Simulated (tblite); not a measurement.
**Geometry relaxation, with input and output: C4H8NO2Si (part 1 of 3)**

The run: geometry relaxation of C4H8NO2Si, multiplicity 2. Method and program: GFN2-xTB geometry optimisation, gas phase (tblite 0.8.0).

It belongs to a series of runs on one base structure; here: H removed from Si.

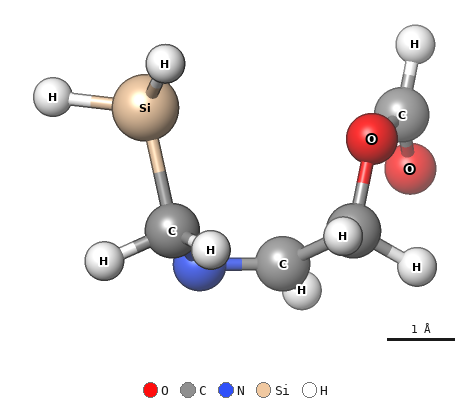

**Figure 1.** The structure as given in the input (ball-and-stick view, seen at a tilt).

The input:
```
{"job": {"kind": "relax", "xc": "GFN2-xTB", "basis": "xTB"}, "charge": 0, "multiplicity": 2}
O     -2.746800     0.007000     1.401400
C     -2.286000     0.980200     0.753500
O     -1.425200     0.844200    -0.310500
C     -1.082800    -0.475800    -0.726600
C     -0.407200    -1.223100     0.356900
N      0.856700    -1.271300     0.530100
C      1.687100    -0.554300    -0.366900
Si     2.043900     1.204900     0.225800
H     -2.539200     1.991500     1.065300
H     -0.561800    -0.353900    -1.655400
H     -2.077400    -0.990800    -0.911300
H     -1.023600    -1.786900     1.060900
H      2.697100    -1.045800    -0.255500
H      1.455700    -0.615300    -1.425000
H      2.216800     2.131300    -0.899800
H      3.185100     1.167100     1.145600
```

The first line tells a small driver script what to run in tblite; the rest is the geometry in Å.

Launch command:
```bash
OMP_NUM_THREADS=1 python <driver script> task.json out
```

Log:
```
step      E/eV     max force
  0    -688.69422    4.083
  1    -688.91611    4.836
  2    -689.06883    1.173
  3    -689.09953    0.531
  4    -689.13559    0.547
  5    -689.15007    0.599
  6    -689.15923    0.183
  7    -689.16465    0.247
  8    -689.17067    0.347
  9    -689.17624    0.284
 10    -689.18118    0.177
 11    -689.18504    0.152
 12    -689.18827    0.164
 13    -689.19114    0.149
 14    -689.19368    0.139
 15    -689.19584    0.141
 16    -689.19742    0.114
 17    -689.19841    0.096
 18    -689.19912    0.076
 19    -689.19980    0.071
 20    -689.20056    0.084
 21    -689.20147    0.104
 22    -689.20253    0.099
 23    -689.20363    0.085
 24    -689.20466    0.102
 25    -689.20570    0.116
 26    -689.20708    0.133
 27    -689.20916    0.138
 28    -689.21176    0.130
 29    -689.21413    0.137
 30    -689.21634    0.128
 31    -689.21854    0.143
 32    -689.22068    0.129
 33    -689.22268    0.255
 34    -689.22441    0.128
 35    -689.22635    0.153
 36    -689.22818    0.158
 37    -689.22967    0.084
 38    -689.23135    0.101
 39    -689.23315    0.156
 40    -689.23438    0.198
 41    -689.23648    0.101
 42    -689.23902    0.144
 43    -689.24109    0.130
 44    -689.24301    0.125
 45    -689.24474    0.158
 46    -689.24631    0.188
 47    -689.24752    0.092
 48    -689.24832    0.226
 49    -689.24948    0.088
 50    -689.25075    0.078
 51    -689.25265    0.091
 52    -689.25382    0.107
 53    -689.25553    0.133
 54    -689.25723    0.127
 55    -689.25846    0.220
 56    -689.25980    0.237
 57    -689.26123    0.132
 58    -689.26289    0.084
 59    -689.26397    0.099
 60    -689.26567    0.098
 61    -689.26709    0.090
 62    -689.26769    0.125
 63    -689.26895    0.104
 64    -689.26997    0.103
 65    -689.27352    0.257
 66    -689.27695    0.225
 67    -689.28019    0.193
 68    -689.27984    0.435
 69    -689.28609    0.128
 70    -689.28854    0.107
 71    -689.29063    0.375
 72    -689.29595    0.079
 73    -689.29847    0.113
 74    -689.29944    0.385
 75    -689.30566    0.113
 76    -689.30783    0.105
 77    -689.31015    0.236
 78    -689.31256    0.093
 79    -689.31392    0.077
 80    -689.31795    0.145
 81    -689.32058    0.146
 82    -689.32523    0.156
 83    -689.32923    0.145
 84    -689.33124    0.102
 85    -689.33236    0.138
 86    -689.33348    0.127
 87    -689.33439    0.112
 88    -689.33605    0.073
 89    -689.33758    0.068
 90    -689.33969    0.096
 91    -689.34182    0.145
 92    -689.34257    0.148
 93    -689.34418    0.130
 94    -689.34502    0.079
 95    -689.34599    0.105
 96    -689.34729    0.110
 97    -689.34834    0.089
 98    -689.34954    0.094
 99    -689.35058    0.086
100    -689.35139    0.060
101    -689.35208    0.055
102    -689.35274    0.053
103    -689.35320    0.101
104    -689.35364    0.059
105    -689.35405    0.049
106    -689.35477    0.050
107    -689.35532    0.055
108    -689.35635    0.095
109    -689.35745    0.148
110    -689.35889    0.208
111    -689.35990    0.118
112    -689.35986    0.457
113    -689.36265    0.081
114    -689.36372    0.062
115    -689.36579    0.210
116    -689.36670    0.067
117    -689.36727    0.051
118    -689.36836    0.116
119    -689.36932    0.105
120    -689.37121    0.114
121    -689.37283    0.360
122    -689.37378    0.196
123    -689.37497    0.093
124    -689.37571    0.140
125    -689.37651    0.138
126    -689.37812    0.087
127    -689.37930    0.100
128    -689.38108    0.083
129    -689.38182    0.320
130    -689.38306    0.092
131    -689.38368    0.064
132    -689.38435    0.132
133    -689.38465    0.142
134    -689.38518    0.129
135    -689.38559    0.102
136    -689.38615    0.069
137    -689.38663    0.041
138    -689.38706    0.049
139    -689.38752    0.058
140    -689.38797    0.139
141    -689.38870    0.063
142    -689.38947    0.066
143    -689.39018    0.046
144    -689.39050    0.048
145    -689.39079    0.044
146    -689.39112    0.040
147    -689.39134    0.037
148    -689.39166    0.028
149    -689.39192    0.035
150    -689.39204    0.024
151    -689.39213    0.024
152    -689.39226    0.032
153    -689.39244    0.041
154    -689.39277    0.065
155    -689.39318    0.070
156    -689.39362    0.062
157    -689.39398    0.036
158    -689.39423    0.042
159    -689.39447    0.045
160    -689.39479    0.052
161    -689.39517    0.054
162    -689.39555    0.077
163    -689.39605    0.057
164    -689.39658    0.057
165    -689.39748    0.082
166    -689.39778    0.072
167    -689.39825    0.051
168    -689.39844    0.028
169    -689.39855    0.026
170    -689.39861    0.022
171    -689.39865    0.018
172    -689.39868    0.013
173    -689.39870    0.012
174    -689.39872    0.013
175    -689.39875    0.013
176    -689.39880    0.014
177    -689.39888    0.019
178    -689.39902    0.028
179    -689.39925    0.035
180    -689.39959    0.049
181    -689.39993    0.054
182    -689.40018    0.061
183    -689.40041    0.032
184    -689.40051    0.048
185    -689.40058    0.022
186    -689.40062    0.012
187    -689.40064    0.010
```

Trajectory as extended XYZ (Å, eV, eV/Å), 30 of the 188 frames kept, from step=0 to step=187:
```
16
Properties=species:S:1:pos:R:3:forces:R:3 step=0 energy=-688.69422
O    -2.7468    0.0070    1.4014    1.4010   3.0080  -2.2480
C    -2.2860    0.9802    0.7535   -0.2380  -3.9560   0.9810
O    -1.4252    0.8442   -0.3105   -1.2190   1.2380   1.6850
C    -1.0828   -0.4758   -0.7266   -2.6930  -0.3490   0.2360
C    -0.4072   -1.2231    0.3569    1.6080  -0.8690   0.7010
N     0.8567   -1.2713    0.5301   -1.4330   0.1900  -0.4780
C     1.6871   -0.5543   -0.3669    1.8200  -0.9440   0.5100
Si    2.0439    1.2049    0.2258    0.1530   0.6950   0.0820
H    -2.5392    1.9915    1.0653    0.3400   0.2240  -0.5560
H    -0.5618   -0.3539   -1.6554    0.4150  -0.0040  -0.3170
H    -2.0774   -0.9908   -0.9113    0.8130   0.2320  -0.0880
H    -1.0236   -1.7869    1.0609    0.1980   0.2830  -0.2280
H     2.6971   -1.0458   -0.2555   -0.6140   0.1650  -0.2040
H     1.4557   -0.6153   -1.4250   -0.3680   0.0910  -0.1300
H     2.2168    2.1313   -0.8998   -0.0140  -0.1100   0.1060
H     3.1851    1.1671    1.1456   -0.1690   0.1070  -0.0510
16
Properties=species:S:1:pos:R:3:forces:R:3 step=6 energy=-689.15923
O    -2.7466    0.0102    1.3680   -0.1190   0.0530   0.0940
C    -2.2780    0.9365    0.7781   -0.0300   0.0100  -0.1390
O    -1.4641    0.8716   -0.2606    0.0010  -0.1780  -0.0140
C    -1.1638   -0.4636   -0.7083    0.0130  -0.1770  -0.0450
C    -0.3957   -1.2398    0.3429    0.0790   0.0550   0.0590
N     0.8499   -1.2696    0.5000   -0.0510  -0.0550  -0.0220
C     1.7526   -0.5769   -0.3502    0.0320  -0.0580   0.0220
Si    2.0486    1.2317    0.2316    0.0420  -0.0810  -0.0330
H    -2.4874    1.9944    0.9973    0.0390   0.0690   0.0670
H    -0.5750   -0.3480   -1.6183   -0.0400   0.1090  -0.0460
H    -2.0927   -0.9972   -0.9329   -0.0710   0.1020   0.0250
H    -1.0030   -1.7769    1.0601    0.0800  -0.0400   0.0090
H     2.7173   -1.0869   -0.2673   -0.0540  -0.0860  -0.0590
H     1.4375   -0.5973   -1.4007    0.0890   0.1210   0.0130
H     2.2169    2.1319   -0.9028   -0.0060   0.0090  -0.0160
H     3.1759    1.1889    1.1518   -0.0030   0.1460   0.0850
16
Properties=species:S:1:pos:R:3:forces:R:3 step=13 energy=-689.19114
O    -2.8055    0.0462    1.3796   -0.0740  -0.0830   0.0040
C    -2.2950    0.9398    0.7755    0.0400   0.0490  -0.0380
O    -1.4746    0.8446   -0.2536    0.0490  -0.0390   0.0390
C    -1.1764   -0.4871   -0.7132   -0.0200  -0.0380   0.0420
C    -0.3865   -1.2581    0.3346    0.0010   0.0780  -0.0010
N     0.8595   -1.2812    0.4892   -0.0690   0.0050  -0.1100
C     1.7755   -0.5940   -0.3495    0.0250   0.0290  -0.0130
Si    2.0797    1.2148    0.2293   -0.0210  -0.0260   0.0390
H    -2.4506    2.0062    0.9923   -0.0110   0.1420   0.0440
H    -0.6022   -0.3301   -1.6298   -0.0510  -0.0860   0.0320
H    -2.1231   -0.9946   -0.9314    0.0960  -0.0490   0.0300
H    -0.9734   -1.7950    1.0722    0.0130   0.0150  -0.0930
H     2.7181   -1.1463   -0.2930   -0.0020   0.0280  -0.0140
H     1.4665   -0.5461   -1.4011   -0.0190  -0.0450  -0.0050
H     2.2140    2.1224   -0.9036    0.0130  -0.0250  -0.0160
H     3.1666    1.2675    1.1911    0.0300   0.0460   0.0580
16
Properties=species:S:1:pos:R:3:forces:R:3 step=19 energy=-689.19980
O    -2.8412    0.0651    1.3689   -0.0610  -0.0210  -0.0070
C    -2.3021    0.9517    0.7780    0.0390  -0.0070  -0.0230
O    -1.4687    0.8383   -0.2399   -0.0050   0.0390  -0.0450
C    -1.1833   -0.4936   -0.7072   -0.0110   0.0210   0.0110
C    -0.3815   -1.2553    0.3284    0.0120  -0.0690  -0.0110
N     0.8643   -1.2863    0.4697    0.0070   0.0060   0.0280
C     1.7834   -0.5939   -0.3596    0.0150   0.0190   0.0030
Si    2.0907    1.2088    0.2417   -0.0220  -0.0050   0.0000
H    -2.4362    2.0242    1.0018    0.0230   0.0030  -0.0070
H    -0.6219   -0.3490   -1.6322   -0.0100   0.0060  -0.0010
H    -2.1221   -1.0160   -0.9162   -0.0100   0.0240   0.0610
H    -0.9652   -1.8039    1.0562    0.0000  -0.0220   0.0200
H     2.7200   -1.1553   -0.3067    0.0360   0.0380  -0.0180
H     1.4735   -0.5392   -1.4106   -0.0110   0.0020  -0.0120
H     2.2178    2.1048   -0.9023    0.0210  -0.0110   0.0060
H     3.1650    1.3086    1.2185   -0.0220  -0.0220  -0.0050
16
Properties=species:S:1:pos:R:3:forces:R:3 step=26 energy=-689.20708
O    -2.8989    0.0865    1.3187   -0.0130   0.0470  -0.0080
C    -2.3069    0.9642    0.7645    0.0100  -0.0050  -0.0060
O    -1.4544    0.8365   -0.2355    0.1090   0.0510   0.0570
C    -1.1873   -0.5015   -0.6915   -0.0350   0.0280  -0.0050
C    -0.3677   -1.2720    0.3244    0.0360   0.0050   0.0330
N     0.8797   -1.2982    0.4563    0.0580  -0.0560   0.0350
C     1.7888   -0.5877   -0.3682   -0.0200   0.0190  -0.0060
Si    2.0759    1.2093    0.2533    0.0090   0.0450  -0.0230
H    -2.3967    2.0383    1.0084   -0.0180  -0.0470  -0.0080
H    -0.6566   -0.3685   -1.6356   -0.0040  -0.0370  -0.0150
H    -2.1385   -1.0130   -0.8485   -0.0710  -0.0520  -0.0550
H    -0.9443   -1.8346    1.0489    0.0330  -0.0050   0.0070
H     2.7438   -1.1211   -0.3334   -0.0530  -0.0320   0.0340
H     1.4697   -0.5310   -1.4155   -0.0110   0.0400  -0.0340
H     2.2460    2.0845   -0.9004    0.0140   0.0370  -0.0050
H     3.1399    1.3172    1.2427   -0.0450  -0.0390  -0.0010
16
Properties=species:S:1:pos:R:3:forces:R:3 step=32 energy=-689.22068
O    -3.0051    0.1475    1.2128    0.0580   0.0180  -0.0470
C    -2.2987    0.9890    0.7409   -0.0750   0.0150   0.0400
O    -1.3737    0.8252   -0.1875   -0.0470  -0.1140   0.0390
C    -1.1952   -0.5236   -0.6572    0.0620  -0.0910   0.0120
C    -0.3356   -1.3102    0.3231   -0.0500   0.0060  -0.0160
N     0.9145   -1.3232    0.4335   -0.0570   0.1040  -0.0380
C     1.7882   -0.5672   -0.3865   -0.0130  -0.0210  -0.0340
Si    2.0474    1.2296    0.2473    0.0140  -0.0030  -0.0170
H    -2.3423    2.0554    1.0155    0.0490   0.0520  -0.0140
H    -0.7293   -0.4289   -1.6404    0.0700   0.0020   0.0370
H    -2.1743   -1.0053   -0.7549    0.0390   0.0470   0.0390
H    -0.8833   -1.8960    1.0503   -0.0360  -0.0350  -0.0040
H     2.7532   -1.0809   -0.3636    0.0080   0.0050  -0.0540
H     1.4545   -0.4889   -1.4296   -0.0040  -0.0330   0.0180
H     2.3091    2.0867   -0.9041    0.0140   0.0420   0.0130
H     3.0629    1.2998    1.2889   -0.0330   0.0050   0.0260
16
Properties=species:S:1:pos:R:3:forces:R:3 step=39 energy=-689.23315
O    -3.1303    0.2513    1.0804   -0.1350  -0.0520   0.0580
C    -2.2985    1.0241    0.7121    0.1120   0.0470   0.0050
O    -1.2990    0.7782   -0.1133    0.0160   0.0310  -0.1520
C    -1.2020   -0.5691   -0.6082    0.0480  -0.0520   0.0640
C    -0.3064   -1.3637    0.3241    0.0300  -0.0100   0.0190
N     0.9459   -1.3260    0.4063    0.0000  -0.0280  -0.0450
C     1.7810   -0.5390   -0.4258   -0.0100  -0.0280  -0.0070
Si    2.0313    1.2508    0.2303   -0.0570  -0.0300   0.0030
H    -2.2478    2.0820    1.0123   -0.0050   0.0670   0.0200
H    -0.7784   -0.5018   -1.6141   -0.0300   0.0490   0.0420
H    -2.2066   -1.0019   -0.6318    0.0570  -0.0320  -0.0640
H    -0.8218   -1.9914    1.0418    0.0390  -0.0010   0.0110
H     2.7575   -1.0346   -0.4374   -0.0160   0.0140  -0.0090
H     1.4293   -0.4565   -1.4626   -0.0670  -0.0110   0.0350
H     2.3967    2.1091   -0.8906    0.0360   0.0290   0.0090
H     2.9417    1.2974    1.3652   -0.0160   0.0050   0.0100
16
Properties=species:S:1:pos:R:3:forces:R:3 step=45 energy=-689.24474
O    -3.1987    0.3422    1.0035    0.1220   0.1000   0.0100
C    -2.2919    1.0582    0.6921   -0.0410  -0.0420  -0.0390
O    -1.2746    0.7584   -0.0967   -0.0150  -0.0310   0.0870
C    -1.1939   -0.5996   -0.5659   -0.0320   0.0250  -0.0160
C    -0.2786   -1.3987    0.3428    0.0180  -0.0170  -0.0500
N     0.9762   -1.3529    0.3850   -0.0010   0.0370   0.0300
C     1.7609   -0.5270   -0.4566    0.0290   0.0170   0.0030
Si    1.9993    1.2621    0.2152   -0.0230  -0.0170   0.0230
H    -2.1793    2.1087    1.0124   -0.0380  -0.0230  -0.0110
H    -0.7971   -0.5323   -1.5817    0.0460  -0.0360  -0.0140
H    -2.1968   -1.0319   -0.5821   -0.0230  -0.0170   0.0220
H    -0.7635   -2.0636    1.0487    0.0120   0.0520  -0.0120
H     2.7508   -0.9895   -0.5029    0.0310  -0.0200  -0.0310
H     1.3693   -0.4514   -1.4784   -0.0220   0.0440   0.0010
H     2.4735    2.1362   -0.8573   -0.0040  -0.0590   0.0330
H     2.8367    1.2899    1.4104   -0.0600  -0.0110  -0.0360
```
